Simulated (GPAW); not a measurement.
CH4FNSi: calculation of the molecule and its ions (part 1 of 2)

System: CH4FNSi, SMILES F[SiH]1CN1.
Method: PBE/real-space grid, scalar-relativistic datasets (GPAW 26.7.0).

The geometry comes from this level: GFN2-xTB.

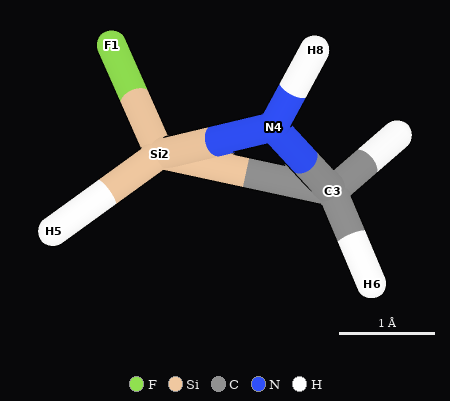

**Figure 1.** The structure (stick view, seen at a tilt; atoms are numbered from 1 in the order of the input).

Summary

```tsv
quantity	value
outcome	converged
ionisation energy	9.15 eV
hardware	1 thread of Arm Neoverse V1, 24 GiB of memory available, shared host
wall time	41 s
peak memory	0.7 GiB
```

On so coarse a grid the energy depends on the position of the molecule, which gives spurious forces.

The input (ch4fnsi.py)
```python
from ase.io import read
from gpaw import GPAW

# Atomic positions
molecule = read("ch4fnsi.xyz")
molecule.center(vacuum=4.5)

energies = {}
for name, charge, unpaired in [("neutral", 0, 0), ("oxidised", 1, 1)]:
    molecule.set_initial_magnetic_moments([unpaired / len(molecule)] * len(molecule))
    calculator = GPAW(mode="fd",
                      h=0.25,
                      xc="PBE",
                      charge=charge,
                      occupations={"name": "fermi-dirac", "width": 0.0, "fixmagmom": unpaired > 0},
                      maxiter=100,
                      symmetry="off",
                      txt="-")
    molecule.calc = calculator
    energies[name] = molecule.get_potential_energy()
    print(f'{name:10} {energies[name]:12.5f} eV')

ip = energies["oxidised"] - energies["neutral"]
print(f"Vertical IP             {ip:.3f} eV")
```

File ch4fnsi.xyz
```
8

F     -1.928570     1.098810    -0.249920
Si    -0.443440     0.605400    -0.649780
C      0.647880    -0.019530     0.720390
N      0.129070    -0.968720    -0.314310
H     -0.103160     1.198060    -1.907620
H      1.728670     0.050500     0.715270
H      0.248450    -0.118140     1.723570
H     -0.278900    -1.846380    -0.037590
```

Launched with:
```bash
OMP_NUM_THREADS=1 python ch4fnsi.py
```

What the program printed
```
__  _  _
 | _ |_)|_||  |
 |__||  | ||/\| - 26.7.0

units:  Angstrom and eV
cores:  1
OpenMP: False

Versions:
  Python: 3.12.14
  ASE:    3.29.0
  Numpy:  2.5.5
  Scipy:  1.18.1
  Libxc:  7.0.0

        _gpaw.cpython-312-aarch64-linux-gnu.so

Input parameters:
  mode=FD(),
  charge=0.0,
  h=0.25,
  maxiter=100,
  occupations=Occupations(name='fermi-dirac', width=0.0, fixmagmom=False),
  symmetry=Symmetry(point_group=False, time_reversal=False),
  xc=XC(name='PBE')

Diagonalizing LCAO Hamiltonian
Converting LCAO to fd mode
        .------------------------------.
       /|                              |
      / |                              |
     /  |                              |
    /   |                              |
   /    |                              |
  /     |                              |
 *      |                              |
 |      |                              |
 |      |            H                 |
 |      |             C  H             |
 |      |       F                      |
 |      |          HNi                 |
 |      |            H                 |
 |      |                              |
 |      |                              |
 |      .------------------------------.
 |     /                              /
 |    /                              /
 |   /                              /
 |  /                              /
 | /                              /
 |/                              /
 *------------------------------*

Atoms  # Å, Bohr magnetons
|   | symbol |        x |        y |        z |    initial magnetic moments |
|---|--------|----------|----------|----------|-----------------------------|
| 0 |      F | 4.500000 | 7.445190 | 6.157700 | ( 0.0000,  0.0000,  0.0000) |
| 1 |     Si | 5.985130 | 6.951780 | 5.757840 | ( 0.0000,  0.0000,  0.0000) |
| 2 |      C | 7.076450 | 6.326850 | 7.128010 | ( 0.0000,  0.0000,  0.0000) |
| 3 |      N | 6.557640 | 5.377660 | 6.093310 | ( 0.0000,  0.0000,  0.0000) |
| 4 |      H | 6.325410 | 7.544440 | 4.500000 | ( 0.0000,  0.0000,  0.0000) |
| 5 |      H | 8.157240 | 6.396880 | 7.122890 | ( 0.0000,  0.0000,  0.0000) |
| 6 |      H | 6.677020 | 6.228240 | 8.131190 | ( 0.0000,  0.0000,  0.0000) |
| 7 |      H | 6.149670 | 4.500000 | 6.370030 | ( 0.0000,  0.0000,  0.0000) |

Unit cell  # Å
| periodic |         x |         y |         z |   lengths |    angles |
|----------|-----------|-----------|-----------|-----------|-----------|
|       no | 12.657240 |  0.000000 |  0.000000 | 12.657240 | 90.000000 |
|       no |  0.000000 | 12.044440 |  0.000000 | 12.044440 | 90.000000 |
|       no |  0.000000 |  0.000000 | 12.631190 | 12.631190 | 90.000000 |

Number of symmetries: 1
Symmetry operations  # r_c * U_cc + t_c -> r_c
|   | kind |            matrix            |
|---|------|------------------------------|
| 0 |  E   |  1, 0, 0,  0, 1, 0,  0, 0, 1 |

BZ-sampling:
  Number of BZ points: 1
  Number of IBZ points: 1

  Monkhorst-Pack size: [1, 1, 1]
  Monkhorst-Pack shift: [0, 0, 0]

K-points  # in reciprocal-cell coordinates
|   |                                coordinates |     weight |
|---|--------------------------------------------|------------|
| 0 | (  0.00000000,   0.00000000,   0.00000000) | 1.00000000 |

Uniform wave function grid shape: (np.int64(51), np.int64(47), np.int64(51))
Spin-components: 1 (collinear spins)
Bands:           19
Projectors:      32
Spin-degeneracy: 2
Datatype:        float64

  Storage: CPU
  Wave functions: 18_581_544 bytes (18_581_544 per core)

Parallelization:
  kpt:    1
  domain: 1
  band:   1

Density:
  Valence electrons: 24.0
  Components: 1
  Grid points: [52 48 52]
  Charge: 0.0  # |e|

Potential:
  Grid points: [52 48 52]

species:
  F:
    name:    Fluorine
    Z:       9.0
    valence: 7
    core:    2
    charge:  0.0  # [|e|]
    file:    F.PBE.gz
    compensation charges:
      type: gauss
      rc: 0.20  # [Å]
      lmax: 2
    cutoffs:
      filter: 1.14  # [Å]
      core: 0.74  # [Å]
    projectors
    | kind |    occ | energy [eV] | rcut [Å] |
    |------|--------|-------------|----------|
    |   2s |  2.000 |     -29.898 |    0.635 |
    |   2p |  5.000 |     -11.110 |    0.635 |
    |    s |        |      -2.687 |    0.635 |
    |    p |        |      16.102 |    0.635 |
    |    d |        |       0.000 |    0.635 |

    Using partial waves for F as LCAO basis

  Si:
    name:    Silicon
    Z:       14.0
    valence: 4
    core:    10
    charge:  0.0  # [|e|]
    file:    Si.PBE.gz
    compensation charges:
      type: gauss
      rc: 0.33  # [Å]
      lmax: 2
    cutoffs:
      filter: 1.86  # [Å]
      core: 2.06  # [Å]
    projectors
    | kind |    occ | energy [eV] | rcut [Å] |
    |------|--------|-------------|----------|
    |   3s |  2.000 |     -10.812 |    1.058 |
    |   3p |  2.000 |      -4.081 |    1.058 |
    |    s |        |      16.399 |    1.058 |
    |    p |        |      23.130 |    1.058 |
    |    d |        |       0.000 |    1.058 |

    Using partial waves for Si as LCAO basis

  C:
    name:    Carbon
    Z:       6.0
    valence: 4
    core:    2
    charge:  0.0  # [|e|]
    file:    C.PBE.gz
    compensation charges:
      type: gauss
      rc: 0.20  # [Å]
      lmax: 2
    cutoffs:
      filter: 1.14  # [Å]
      core: 1.14  # [Å]
    projectors
    | kind |    occ | energy [eV] | rcut [Å] |
    |------|--------|-------------|----------|
    |   2s |  2.000 |     -13.751 |    0.635 |
    |   2p |  2.000 |      -5.284 |    0.635 |
    |    s |        |      13.461 |    0.635 |
    |    p |        |      21.927 |    0.635 |
    |    d |        |       0.000 |    0.635 |

    Using partial waves for C as LCAO basis

  N:
    name:    Nitrogen
    Z:       7.0
    valence: 5
    core:    2
    charge:  0.0  # [|e|]
    file:    N.PBE.gz
    compensation charges:
      type: gauss
      rc: 0.18  # [Å]
      lmax: 2
    cutoffs:
      filter: 1.11  # [Å]
      core: 0.96  # [Å]
    projectors
    | kind |    occ | energy [eV] | rcut [Å] |
    |------|--------|-------------|----------|
    |   2s |  2.000 |     -18.583 |    0.603 |
    |   2p |  3.000 |      -7.089 |    0.529 |
    |    s |        |       8.629 |    0.603 |
    |    p |        |      20.123 |    0.529 |
    |    d |        |       0.000 |    0.577 |

    Using partial waves for N as LCAO basis

  H:
    name:    Hydrogen
    Z:       1.0
    valence: 1
    core:    0
    charge:  0.0  # [|e|]
    file:    H.PBE.gz
    compensation charges:
      type: gauss
      rc: 0.15  # [Å]
      lmax: 2
    cutoffs:
      filter: 0.85  # [Å]
      core: 0.53  # [Å]
    projectors
    | kind |    occ | energy [eV] | rcut [Å] |
    |------|--------|-------------|----------|
    |   1s |  1.000 |      -6.494 |    0.476 |
    |    s |        |      20.717 |    0.476 |
    |    p |        |       0.000 |    0.476 |

    Using partial waves for H as LCAO basis

Reference energy: -13159.735304  # eV

eigensolver:
  PPCG
  Converge bands: occupied
  niter=2

density mixing:
  MSR1-Mixer
  Pratt-step length: 0.05
  Maximum mixing coefficient: 0.75
  Old densities: 10
  SVD Regularization: 0.005
  Good broyden scale: 1.0
  Trust region scale: 1.0
  Backstep threshold: 4.0
  History deletion threshold: 6.0
  Fourier metric: weight=20.0, sigma=0.015

occupation numbers:
  # Zero width

FastPoissonSolver using
    Stencil: 6*3+1=19 point O(h^6) finite-difference Laplacian
    FFT axes: []
    FST axes: [np.int64(1), np.int64(0), np.int64(2)]

xc functional:
  name: PBE with 2 nearest neighbor stencil
interpolation: tri-quintic # 5. degree polynomial

Initialization done in: 1.132 s

convergence criteria:
- Maximum [total energy] change in last 3 cyles: 0.0005 eV / valence electron
- Maximum integral of absolute [dens]ity change: 0.0001 electrons / valence electron
- Maximum integral of absolute [eigenst]ate change: 4e-08 eV^2 / valence electron
maximum number of iterations: 100

SCF iterations
|iter     |     time |      energy | eigst |  dens |
|---------|----------|-------------|-------|-------|
|iter:   1| 00:00:02 |  -45.875653 | +1.06 |       |
|iter:   2| 00:00:03 |  -44.975055 | -0.01 | -0.64 |
|iter:   3| 00:00:04 |  -41.174733 | +0.24 | -0.69 |
|iter:   4| 00:00:05 |  -41.119931 | -0.51 | -1.26 |
|iter:   5| 00:00:06 |  -41.106073 | -1.23 | -1.57 |
|iter:   6| 00:00:07 |  -41.104110 | -1.92 | -2.09 |
|iter:   7| 00:00:08 |  -41.104645c| -2.88 | -2.46 |
|iter:   8| 00:00:08 |  -41.104714c| -3.77 | -2.97 |
|iter:   9| 00:00:09 |  -41.104721c| -4.55 | -3.51 |
|iter:  10| 00:00:10 |  -41.104722c| -5.23 | -4.02c|
|iter:  11| 00:00:11 |  -41.104722c| -5.97 | -4.52c|
|iter:  12| 00:00:12 |  -41.104722c| -6.66 | -5.02c|
|iter:  13| 00:00:13 |  -41.104722c| -7.33 | -5.42c|
|iter:  14| 00:00:14 |  -41.104722c| -7.66c| -5.92c|

Converged in 14 steps
SCF loop duration: 12.059 s (0.861 s/step)
Energy contributions relative to reference atoms: (reference = -13159.735304)

Energy contributions:
  Kinetic:          48.399439
  Coulomb:         -50.750444
  Zero:              2.125917
  External:          0.000000
  Xc:              -40.879634
  Entropy:           0.000000
  Spinorbit:         0.000000
  ----------------------------
  Free energy:     -41.104722
  Extrapolated:    -41.104722

dipole moment: (0.075366, -0.080814, 0.026666)  # |e|*Ang
```
